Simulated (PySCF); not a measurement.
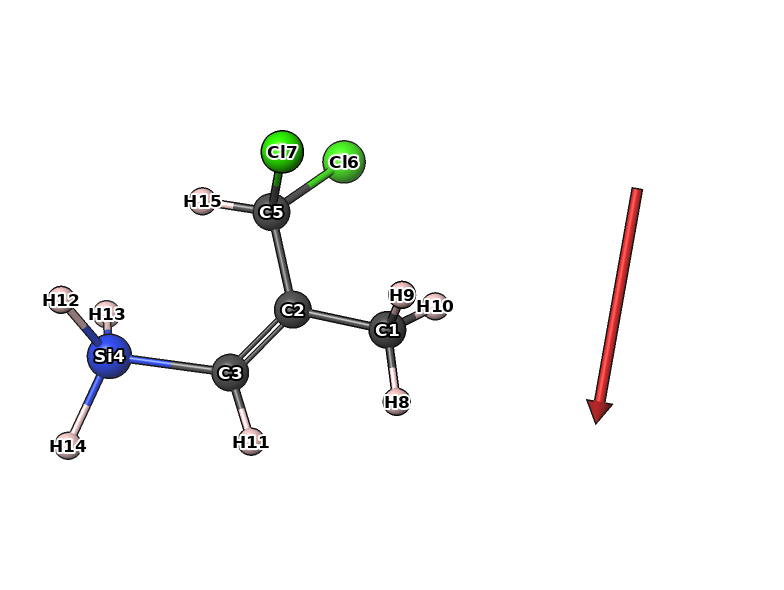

The arrow beside the molecule shows the direction of the dipole moment, from the negative to the positive end (its length means nothing). Computed geometry: GFN2-xTB optimisation. No frequency run is at hand to confirm it as a minimum. Method: PBE0/pcSseg-1, gas phase (PySCF 2.14.0).

Question: Estimate the dipole moment.

Answer: 1.85 D; it points from the side of Cl6, Cl7 to the side of H14 (the outermost atoms at the two ends).

The geometry is semi-empirical. Around Si such bond lengths and angles can be off by a tenth of an ångström or more and by several degrees, and values that hang on the shape move with them.
